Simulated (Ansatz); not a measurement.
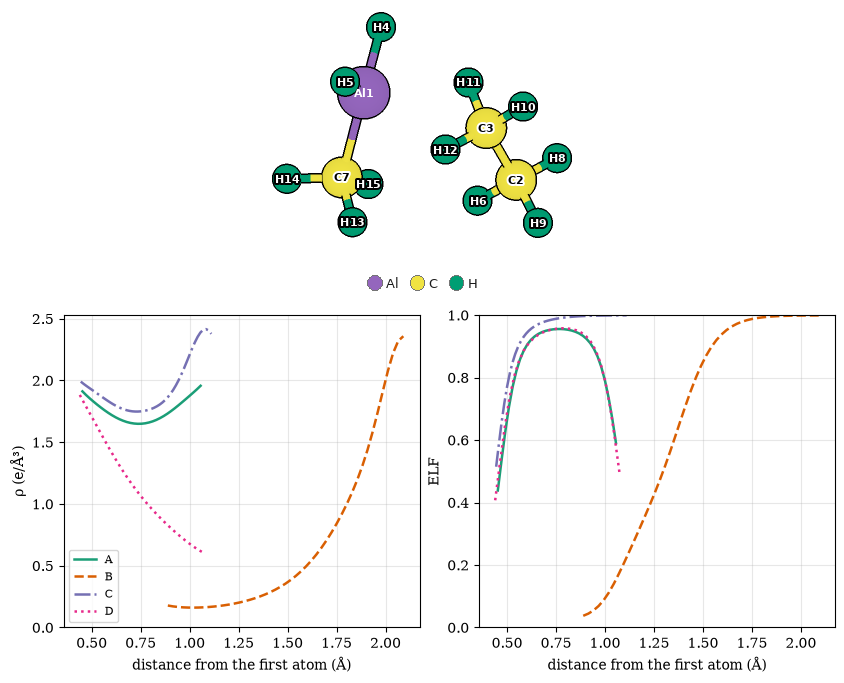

The picture shows: CH5Al···C2H6. Electron density and electron localisation function along straight lines between neighbouring atoms. The curves leave out the atomic cores. The structure is drawn too.

Theory: RKS LDA/def2-SVP in Ansatz.

```xyz
15

Al   -0.9724    1.3064   -0.5045
C     0.6957   -1.6985    0.2293
C     0.2249   -0.9257   -0.9774
H    -2.4778    0.7339   -0.5448
H    -0.4052    2.0265   -1.8249
H     0.5722   -1.1054    1.1604
C    -0.0831    1.5571    1.2140
H     0.1278   -2.6438    0.3559
H     1.7703   -1.9640    0.1452
H     0.3474   -1.4757   -1.9356
H    -0.8853   -0.7389   -0.9283
H     0.7981    0.0218   -1.1211
H     1.0256    1.5229    1.1325
H    -0.3379    2.5640    1.6169
H    -0.4003    0.8194    1.9827
```

Which curve belongs to which contact (Al–H, C–Al, C–C and C–H)? The first atom named is at distance zero.

Answer. Curve A: C–C (1.51 Å): ρ at the midpoint is about 1.6 e/Å³; the ELF peaks at about 0.95 between the atoms; localised, covalent bonding. Curve B: Al1···H11 (2.09 Å): the density falls to about 0.16 e/Å³ on the way; the ELF climbs to about 1 towards the hydrogen. Curve C: C–H (1.11 Å): ρ at the midpoint is about 1.9 e/Å³; the ELF climbs to about 1 towards the hydrogen: an ordinary covalent bond to hydrogen. Curve D: C–Al (1.95 Å): the density is about 0.71 e/Å³ at the midpoint; the ELF peaks at about 0.95 between the atoms, as expected for a polar covalent bond.
